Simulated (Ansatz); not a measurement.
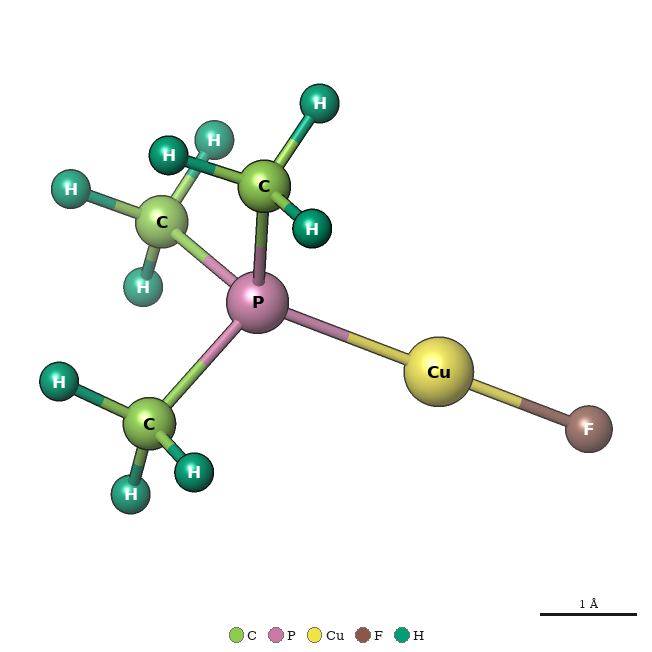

Atoms fade into the background with distance from the viewer. The species is neutral and a spin singlet. The geometry was computed by an optimisation with PBE0-D4/def2-TZVP. Masses are those of the most abundant isotopes; constants are for the rigid equilibrium geometry.

**Classify the rotor and give the rotational constants (cm⁻¹).**

A prolate symmetric top (C3v): A = 0.121, B = C = 0.0341 cm⁻¹.
